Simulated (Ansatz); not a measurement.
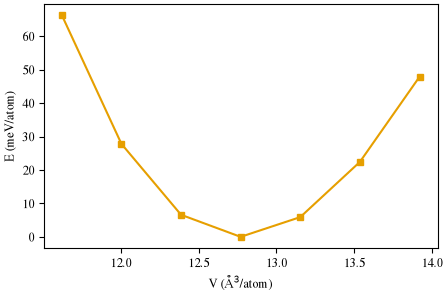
VSi2 in space group P6_222 (No. 180; V on 3c, Si on 6i) under volume change, PBE in the plane-wave PAW code Ansatz, shape and atoms relaxed at each volume.

Task: What does a third-order Birch–Murnaghan fit give for V₀, B₀ and B′?

Result: V₀ = 12.77 Å³/atom, B₀ = 173 GPa, B′ = 4.4.

The PBE relaxation kept the symmetry of its start. The workflow began spin-polarised and lost its moments.

Potentials: the later of the program's two PAW sets.
